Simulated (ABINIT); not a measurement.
# Convergence test for B2O3 (Cmc2_1, 10 atoms in the cell)

```yaml
crystal:
  lattice:
    - [3.90865, -2.30923, 0.00000]
    - [3.90865, 2.30923, 0.00000]
    - [0.00000, 0.00000, 4.13343]
  atoms:
    - { symbol: B, position: [0.32444, 0.00556, 0.43221] }
    - { symbol: B, position: [0.67556, 0.99444, 0.93221] }
    - { symbol: B, position: [0.99444, 0.67556, 0.43221] }
    - { symbol: B, position: [0.00556, 0.32444, 0.93221] }
    - { symbol: O, position: [0.24512, 0.75488, 0.49981] }
    - { symbol: O, position: [0.75488, 0.24512, 0.99981] }
    - { symbol: O, position: [0.66052, 0.92112, 0.58159] }
    - { symbol: O, position: [0.33948, 0.07888, 0.08159] }
    - { symbol: O, position: [0.07888, 0.33948, 0.58159] }
    - { symbol: O, position: [0.92112, 0.66052, 0.08159] }
```

Computed with LDA (PW92), PAW (JTH v2.0 LDA PAW) (plane waves; ABINIT).

The starting cell comes from a database of computed structures (which also holds hypothetical and non-ambient phases and stackings), without a prior relaxation at this level. In the base run, with a pressure of about -7 GPa the cell is away from its equilibrium volume at this level.

Held fixed: pseudos = [B.LDA_PW-JTH.xml, O.LDA_PW-JTH.xml]; ecut = 24 Ha; pawecutdg = 48 Ha; pawxcdev = 0; occopt = 1; ngkpt = 4 4 4; nshiftk = 1; shiftk = 0 0 0; potentials = JTH v2.0 LDA PAW; nband = 27; kptopt = 1; nstep = 60.

ΔF is the free energy per atom less that of the last row (1e-11).

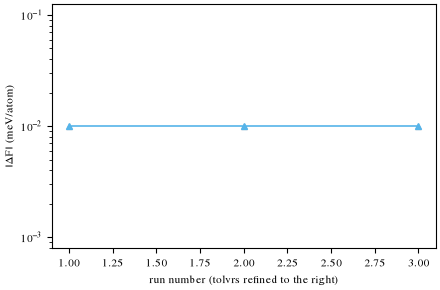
Figure. Size of the energy error against the last run of the series; values under 0.01 meV/atom are drawn at 0.01.

| tolvrs | ΔF (meV/atom) | pressure (GPa) | largest force (eV/Å) | gap on the mesh (eV) | iterations |
|---|---|---|---|---|---|
| 1e-05 | 0.00 | -6.74 | 0.204 | 8.425 | 8 |
| 1e-07 | 0.00 | -6.68 | 0.199 | 8.425 | 11 |
| 1e-09 | 0.00 | -6.68 | 0.199 | 8.425 | 13 |
| 1e-11 | 0.00 | -6.68 | 0.199 | 8.425 | 16 |

Energy within 5 meV/atom of the last row: from tolvrs = 1e-05 on, the coarsest one.

Gaps are taken between levels on the mesh.

Left out of this page: 6 runs of the series outside the window shown, repeating another row's setting, or not comparable.
